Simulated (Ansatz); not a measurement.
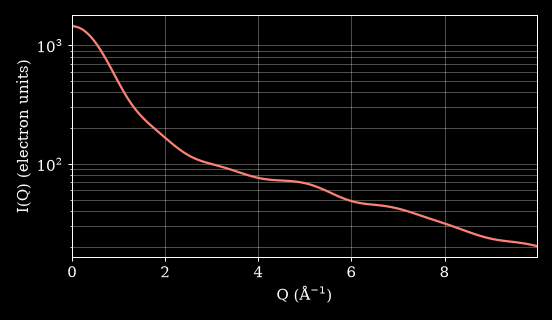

Elastic X-ray scattering of a randomly oriented, rigid molecule, calculated with the Debye equation from neutral-atom form factors (independent atoms, no Compton part, no vibration). The geometry is the end point of an optimisation (Ansatz 0.2.0, RKS PBE-D4/STO-3G); it may be a saddle point or a higher isomer. It contains C, Si, H.

### How many electrons does the independent-atom model of the molecule hold?

I(0) is the square of the electron number: I(0) = 1440, so about 38 electrons, the count of C3H6Si.

### What radius of gyration does the initial fall-off give?

From I(Q) ≈ I(0) exp(−Q²R²/3) at small Q, R ≈ 1.98 Å. It is larger than the electron-weighted radius of the nuclear positions alone (1.81 Å), because each atom's electron cloud adds to it.
